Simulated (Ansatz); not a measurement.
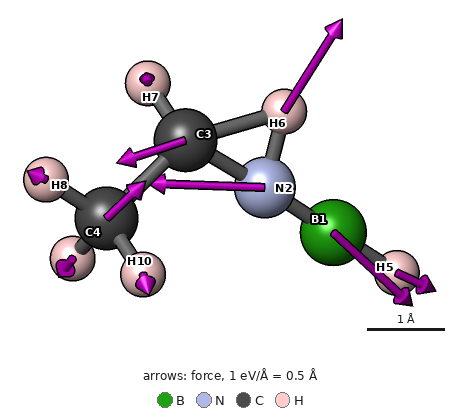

Starting geometry of C₂H₆BN with the computed forces as purple arrows. Style: ball-and-stick. Shown at a tilt.

The run prepares an end point of a later path (hydrogen shift) calculation, from a guessed geometry.

Level of theory: Ansatz, UKS PBE-D4/def2-SVP.

Input file:
```yaml
crystal:
  periodic: [false, false, false]
  atoms:
    - { symbol: B, position_ang: [-0.69003, 1.67724, -1.35027] }
    - { symbol: "N", position_ang: [-0.00646, 0.89771, -0.66728] }
    - { symbol: C, position_ang: [0.72014, -0.01063, 0.11739] }
    - { symbol: C, position_ang: [-0.19162, -1.05871, 0.7567] }
    - { symbol: H, position_ang: [-1.30409, 2.40257, -1.98116] }
    - { symbol: H, position_ang: [1.01183, 1.02837, -0.83345] }
    - { symbol: H, position_ang: [1.25222, 0.54283, 0.90243] }
    - { symbol: H, position_ang: [0.39703, -1.74652, 1.35882] }
    - { symbol: H, position_ang: [-0.93089, -0.57557, 1.39163] }
    - { symbol: H, position_ang: [-0.71401, -1.62045, -0.01402] }
magnetization:
  spin_polarized: true
basis:
  gaussian: { orbitals: def2-SVP }
hamiltonian:
  xc: pbe
  dispersion: d4
relax:
  f_tol: 0.02
  max_steps: 50
output:
  orbitals: {}
```

Command:
```bash
ansatz run input.yaml --threads 2 --pin off --max-ram 3072MiB --backend cpu --events-out ev --progress --plain --runs-dir out
```

Q: Is this structure relaxed? If not, where do the atoms go?

A: It isn't relaxed: the largest force vector, on B1, is 3.21 eV/Å. The final displacements have little in common with the starting forces (cosine between the two patterns 0.12). The atom that moves furthest after the best rigid fit is H6 (1.34 Å). By element the largest moves are H 1.34 Å, B 0.24 Å, C 0.23 Å, N 0.23 Å. Some distances before and after: N2–H6 1.040 → 2.071 Å, C3–H6 1.438 → 1.115 Å, B1–H5 1.141 → 1.189 Å, C4–H10 1.087 → 1.108 Å. Bonds break: N2–H6 (1.04 → 2.07 Å). The energy falls by 103.3 kcal/mol in 10 geometry steps. Largest force component: 2.8 eV/Å at the start, 0.013 eV/Å at the end. Cost: 9.3 s on 2 threads of AMD EPYC 9R45 96-Core Processor (Zen 5), with other jobs on the host, peak memory 0.17 GiB.
